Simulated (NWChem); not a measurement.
# One shape, several levels: [CF2]+ (SMILES F[C+]F)

Aim: a comparison of 4 runs (UHF/cc-pVTZ, UB3LYP/cc-pVTZ, UPBE0/cc-pVTZ, UMP2/cc-pVTZ) of [CF2]+. 

Program for the calculation: NWChem 7.3.0.

2 further runs of the same task are left out: 1 that didn't finish, 1 set aside as unsound or not needed. Runs told in other sessions of the task aren't counted.

### Step 1. The system as given

The species is [CF2]+ (3 atoms), meant as a doublet with charge +1. SMILES: `F[C+]F`. The C2–F3 distance was set to 2.185 Å, away from the relaxed value. At this shape a bond of the SMILES string is far longer than usual.

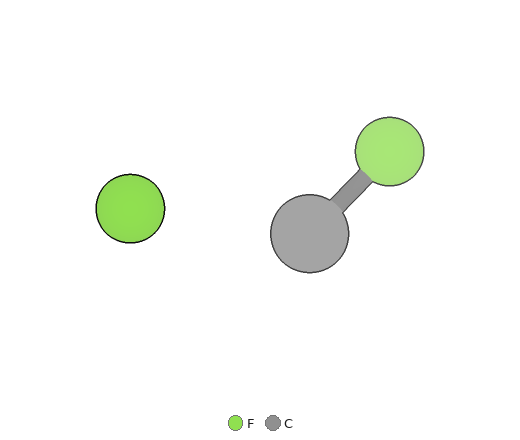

The structure, seen from a chosen angle (fluorine green, carbon grey).

### Step 2. A single-point energy at UHF/cc-pVTZ (run 1)

The input, cf2.nw:

```
start cf2
memory 2200 mb
charge 1
geometry units angstrom noautosym nocenter noautoz
  F     1.123558    1.397197    0.772792
  C     1.020158    0.202857    0.583872
  F    -0.654830   -0.751620   -0.443470
end
basis spherical bse
  F library cc-pVTZ
  C library cc-pVTZ
end
scf
  doublet
  uhf
  thresh 1e-08
  maxiter 80
  print medium
end
task scf energy
```

Run with:

```
nwchem cf2.nw > cf2.out
```

Standard output:

```text
[...]
  functions       =    90
[...]
  wavefunction    = UHF
[...]
         Total SCF energy =   -236.291232429852
      One electron energy =   -421.371882087744
      Two electron energy =    134.367266856319
 Nuclear repulsion energy =     50.713382801573
                       Sz =      0.5000
                 Sz(Sz+1) =      0.7500
                      S^2 =      0.7545
[...]
```

It took 1.8 min on 1 thread of Intel Xeon Platinum 8488C (Sapphire Rapids), shared host; peak memory 0.11 GiB.

### Step 3. A single-point energy at UB3LYP/cc-pVTZ (run 2)

The input, m1.nw:

```
start m1
title "CF2 B3LYP"
memory 2200 mb
charge 1

geometry units angstrom noautosym nocenter noautoz
   F     1.123558    1.397197    0.772792
   C     1.020158    0.202857    0.583872
   F    -0.654830   -0.751620   -0.443470
end

basis "ao basis" spherical bse
   * library cc-pVTZ
end

dft
   xc b3lyp
   mult 2
   grid fine
   convergence energy 1e-08
   maxiter 100
   mulliken
end

task dft energy
```

Run with:

```
nwchem m1.nw > m1.out
```

Standard output:

```text
[...]
          Wavefunction type:  spin polarized.
          No. of atoms     :     3
          No. of electrons :    23
[...]
          Charge           :     1
          Spin multiplicity:     2
[...]
          AO basis - number of functions:    90
[...]
              XC Information
              --------------
                         B3LYP Method XC Potential
                     Hartree-Fock (Exact) Exchange  0.200
                        Slater Exchange Functional  0.800 local
                    Becke 1988 Exchange Functional  0.720 non-local
              Lee-Yang-Parr Correlation Functional  0.810
                  VWN I RPA Correlation Functional  0.190 local
[...]
 d= 0,ls=0.0,diis     1   -236.4788963542 -2.87D+02  2.34D-02  1.34D+00     1.3
[...]
 d= 0,ls=0.0,diis    22   -237.2561370135 -1.32D-09  2.45D-07  8.65D-10    22.3
[...]
         Total DFT energy =     -237.256137013469
      One electron energy =     -421.377511563980
           Coulomb energy =      159.121908666810
    Exchange-Corr. energy =      -25.713916917872
 Nuclear repulsion energy =       50.713382801573
[...]
      Total Density - Mulliken Population Analysis
     ---------------------------------------------
    Atom       Charge   Shell Charges
 -----------   ------   -------------------------------------------------------
    1 F    9     8.74   1.94  0.29  1.09  0.54  1.56  2.34  0.96  0.00  0.02  0.00
    2 C    6     5.37   1.95  0.30  1.09  0.49  0.50  0.76  0.13  0.04  0.09  0.02
    3 F    9     8.89   1.94  0.30  1.09  0.66  1.53  2.17  1.19  0.00  0.00  0.00
[...]
      <S2> =      0.7534 (Exact =     0.7500)
[...]
```

Run time: 23 s. Hardware: 1 thread of Intel Xeon Platinum 8488C (Sapphire Rapids), shared host; peak memory 0.12 GiB.

Run 3 isn't shown in full; the table further down has it.

### Step 4. The energy at UMP2/cc-pVTZ (run 4)

The input, struct.nw:

```
start struct
memory 2200 mb
charge 1

geometry units atomic noautosym nocenter noautoz
  F      2.12321691     2.64031967     1.46036523
  C      1.92781922     0.38334417     1.10335817
  F     -1.23744936    -1.42035595    -0.83803684
end

basis spherical bse
  * library cc-pVTZ
end

scf
  doublet
  uhf
  thresh 1e-08
  maxiter 80
end

mp2
  freeze core 3
  tight
end

task mp2 energy
```

Run with:

```
nwchem struct.nw > struct.out
```

Standard output:

```text
[...]
  functions       =    90
[...]
  wavefunction    = UHF
[...]
         Total SCF energy =   -236.291232414833
      One electron energy =   -421.371875302818
      Two electron energy =    134.367263732089
 Nuclear repulsion energy =     50.713379155896
                       Sz =      0.5000
                 Sz(Sz+1) =      0.7500
                      S^2 =      0.7545
[...]
          Total MP2 energy          -236.850351105509
[...]
```

It took 1.9 min on 1 thread of Intel Xeon Platinum 8488C (Sapphire Rapids), shared host; peak memory 0.21 GiB.

### Step 5. The series

```
run           level  iteration cap  module  energy (Eh)  HOMO energy (eV)  LUMO energy (eV)   ⟨S²⟩  wall time
  1     UHF/cc-pVTZ             80     scf  -236.291232            -24.04             -7.57  0.754    1.8 min
  2  UB3LYP/cc-pVTZ            100     dft  -237.256137            -18.64            -14.13  0.753       23 s
  3   UPBE0/cc-pVTZ            100     dft  -237.017909            -18.88            -13.34  0.753       29 s
  4    UMP2/cc-pVTZ             80     mp2  -236.850351            -24.04             -7.57  0.754    1.9 min
```

### Step 6. Results

| quantity | value |
| --- | --- |
| run 4: total energy | -236.85035 Eh |
| run 4: HOMO energy (Hartree–Fock orbitals) (highest over α and β) | -24.04 eV |
| run 4: LUMO energy (Hartree–Fock orbitals) (lowest over α and β) | -7.57 eV |
| run 4: correlation energy (3 core orbitals frozen) | -559.1 mEh |
| run 4: ⟨S²⟩ of the reference determinant | 0.754 |

In words: Totals of different functionals can't be ranked against each other. All runs together took 4.6 min, the longest 1.9 min.
